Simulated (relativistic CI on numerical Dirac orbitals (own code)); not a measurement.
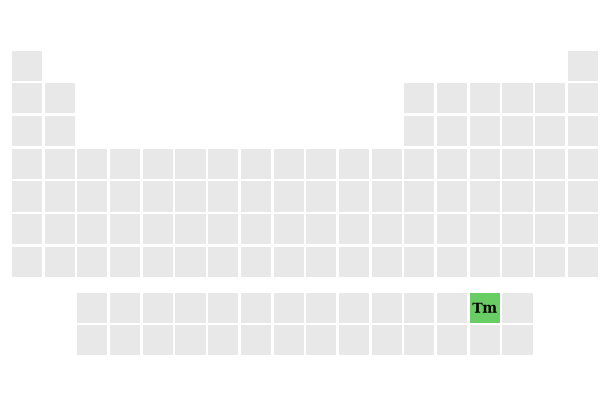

Figure 1. The place of thulium in the periodic table.

Run report: Tm⁺, relativistic CI calculation

Tm⁺. Level asked for: Dirac-Coulomb-Breit CI, KLI orbitals optimised for each configuration, model QED (radiative potential, 1s self-energy scaled to tabulated hydrogen-like ionisation energies), numerical settings as typed (relativistic CI on numerical Dirac orbitals, in-house).

### Input file
```
atom Tm  Z=69  charge=1  electrons=68
nucleus A=169  rms_radius_fm=4.7030
hamiltonian dirac-coulomb  breit=on  qed=on  c_scale=1
orbitals kli  potential=per-configuration
slater_scale 1
correlation none
mixing on
grid step=0.0125 r_max=64.85
scf mixing=0.4 start=green max_iterations=20 tolerance=2e-08 node_fill=0.05
configurations
  [Xe] 4f13 6s
  [Xe] 4f12 6s2
  [Xe] 4f12 5d 6s
  [Xe] 4f13 6p
  [Xe] 4f13 5d
end
```

Launched within a batch (the task file carries these settings):
```bash
python <driver script> task.json out
```

The program writes its results to a structured record and prints no log; tables and figures of this report are taken from that record.

### Outcome

- outcome: not converged
- hardware: 1 CPU thread, shared host

### What went wrong

The run did not meet its convergence test, so its last values are not results. To bear in mind: SCF of 1s2 2s2 2p6 3s2 3p6 3d10 4s2 4p6 4d10 4f13 5s2 5p6 6s did not converge.
